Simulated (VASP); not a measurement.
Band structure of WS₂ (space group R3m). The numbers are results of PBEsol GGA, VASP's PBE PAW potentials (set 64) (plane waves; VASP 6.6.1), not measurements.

Without a dispersion term in the relaxation, distances and binding between the weakly bound layers, chains or molecules are unreliable, and so is what depends on them. Unless said otherwise, spin-orbit coupling is left out, though it shifts the bands of the heavy elements here.

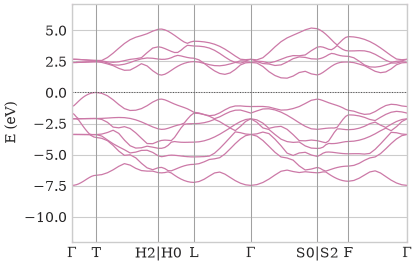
Figure. Bands along high-symmetry lines, zero at the valence-band maximum or, without a gap, the Fermi level

Question: Read the plot: is there a gap, and where are the band edges?

Answer: The gap is indirect, 1.15 eV, from the valence maximum at T to the conduction minimum at Γ-S0 at 0.55. (Edges off the drawn lines would not show.)

The structure comes from a measured WS2 entry (R3m) of the Crystallography Open Database, whose conditions weren't checked. It was relaxed first.
